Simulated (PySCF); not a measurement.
B(F)(GeH3)(OH), H4BFGeO, SMILES [B](F)([GeH3])O, singlet, PBE0/def2-SVP optimised geometry. Atoms within 1.6 Å of the plane z = 0.6 Å (x, y, z in Å): B1 (0.61, -0.38, 0.00), F2 (1.95, -0.38, 0.00), Ge3 (-0.43, 1.41, 0.00), H4 (-0.17, 2.18, 1.31), H6 (-1.95, 1.19, -0.14), O7 (-0.04, -1.56, 0.01), H8 (0.57, -2.32, 0.01).

Method: PBE0/def2-TZVP in PySCF.

Map of the log10 of the electron density (e/bohr³), floored at −4 on the plane z = 0.6 Å:

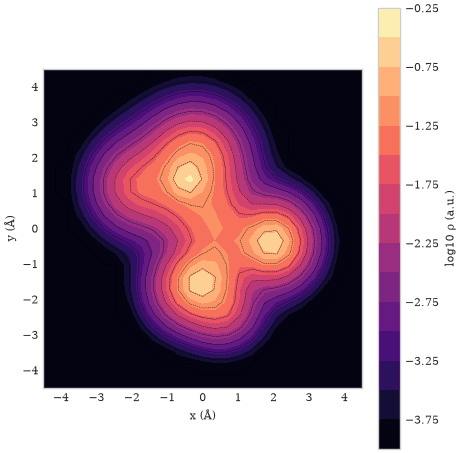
Fig. 1. Log10 of the electron density (e/bohr³), floored at −4 on the plane z = 0.6 Å.
